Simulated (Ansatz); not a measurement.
# UHF/3-21G run of BH2O (SMILES B[O])

Aim: the vertical doublet–quartet gap of BH2O at UHF/3-21G, from 2 runs. 

The results are computed with Ansatz 0.2.0.

30 further runs of the same task are left out: 30 set aside as unsound or not needed.

## (1) The system as given

The species is BH2O (4 atoms), meant as a doublet with charge 0. SMILES: `B[O]`. The shape is that of a PBE0-D4/def2-TZVP optimisation.

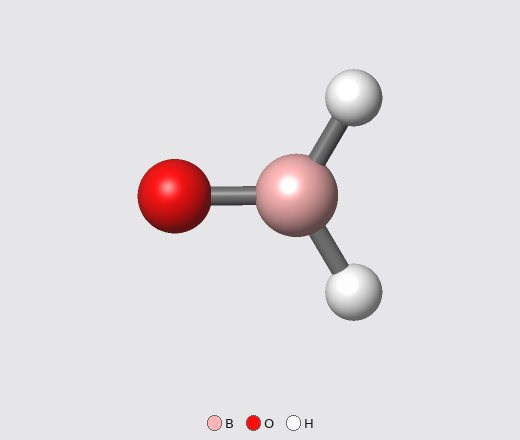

The structure, seen from a chosen angle (boron pink, oxygen red, hydrogen white).

## (2) A single-point energy at UHF/3-21G

File molecule.yaml:

```yaml
crystal:
  periodic: [false, false, false]
  atoms:
    - symbol: B
      position_ang: [-0.001100, -0.010300, -0.015100]
    - symbol: O
      position_ang: [1.025300, -0.340800, 0.676900]
    - symbol: H
      position_ang: [-1.052600, -0.587700, 0.151600]
    - symbol: H
      position_ang: [0.083900, 0.878500, -0.833600]
basis:
  gaussian: {orbitals: 3-21G.json}
total_charge: 0
output: {orbitals: {seedname: orbitals}}
magnetization: {spin_polarized: true, initial_magnetization: 1}
accuracy: high
hamiltonian: {xc: hf}
```

The basis set 3-21G is read from a file made from the Basis Set Exchange's data (not shown).

Command:

```console
ansatz run molecule.yaml --threads 1 --pin off --max-ram 3480MiB --events-out events.jsonl --progress --plain --runs-dir runs
```

What it wrote:

```text
Warning: RAYON_NUM_THREADS=1 ignored (pool sized by the plan → 1); use --threads N
Functional definition: HF
  name "HF"
  exchange = exact_x
  correlation = 0
435 factors; integrals over basis functions are off by at most 2.5e-9 eV
mean field evaluation 1: about -2721.1441 eV, gradient 2.3e1 eV
mean field evaluation 2: about -2721.1415 eV, gradient 2.3e1 eV
mean field evaluation 4: about -2724.4876 eV, gradient 4.4e0 eV
mean field evaluation 8: about -2725.0102 eV, gradient 3.3e-1 eV
mean field evaluation 16: about -2723.1951 eV, gradient 2.0e0 eV
mean field evaluation 32: about -2725.0161 eV, gradient 3.3e-1 eV
mean field -2725.01281169 eV, -100.1423737495 hartree, gradient 4.1e-8 eV, S^2 0.769045; 0 other end points of the search recorded, 0 dependent functions left out
reference -2725.01281169 eV, -100.1423737495 hartree; 8, 7 occupied and 14, 15 virtual orbitals, 435 factors
Total energy: -2725.01281169 eV, -100.1423737495 hartree
```

Wall time 0.1 s (1 thread of Arm Neoverse V2, shared host).

## (3) The quartet, same level

File molecule.yaml:

```yaml
crystal:
  periodic: [false, false, false]
  atoms:
    - {symbol: B, position_ang: [-0.001100, -0.010300, -0.015100]}
    - {symbol: O, position_ang: [1.025300, -0.340800, 0.676900]}
    - {symbol: H, position_ang: [-1.052600, -0.587700, 0.151600]}
    - {symbol: H, position_ang: [0.083900, 0.878500, -0.833600]}
basis:
  gaussian: {orbitals: 3-21G.json}
magnetization: {spin_polarized: true, initial_magnetization: 3}
hamiltonian: {xc: hf}
accuracy: high
output: {orbitals: {seedname: orbitals}}
```

The basis set 3-21G is read from a file made from the Basis Set Exchange's data (not shown).

Command:

```console
ansatz run molecule.yaml --threads 1 --pin off --max-ram 3480MiB --events-out events.jsonl --progress --plain --runs-dir runs
```

What it wrote:

```text
Warning: RAYON_NUM_THREADS=1 ignored (pool sized by the plan → 1); use --threads N
Functional definition: HF
  name "HF"
  exchange = exact_x
  correlation = 0
435 factors; integrals over basis functions are off by at most 2.5e-9 eV
mean field evaluation 1: about -2717.8873 eV, gradient 1.1e1 eV
mean field evaluation 2: about -2717.8905 eV, gradient 1.1e1 eV
mean field evaluation 4: about -2718.5403 eV, gradient 1.4e0 eV
mean field evaluation 8: about -2718.5629 eV, gradient 2.6e-2 eV
mean field evaluation 16: about -2709.7130 eV, gradient 2.8e1 eV
mean field -2718.56289535 eV, -99.9053436958 hartree, gradient 1.7e-8 eV, S^2 3.771416; 0 other end points of the search recorded, 0 dependent functions left out
reference -2718.56289535 eV, -99.9053436958 hartree; 9, 6 occupied and 13, 16 virtual orbitals, 435 factors
Total energy: -2718.56289535 eV, -99.9053436958 hartree
```

Run time: 0.1 s. Hardware: 1 thread of Arm Neoverse V2, shared host.

## (4) Results

Level: UHF/3-21G.

```
                                        quantity          value
                           doublet: total energy  -100.14237 Eh
     doublet: HOMO energy (highest over α and β)      -13.03 eV
      doublet: LUMO energy (lowest over α and β)        1.86 eV
                                   doublet: ⟨S²⟩          0.769
                           quartet: total energy   -99.90534 Eh
     quartet: HOMO energy (highest over α and β)       -6.43 eV
      quartet: LUMO energy (lowest over α and β)       -1.18 eV
                                   quartet: ⟨S²⟩          3.771
vertical energy of the quartet above the doublet       6.450 eV
```

**Reading.** At this shape the quartet lies 6.45 eV (622 kJ/mol) above the doublet.
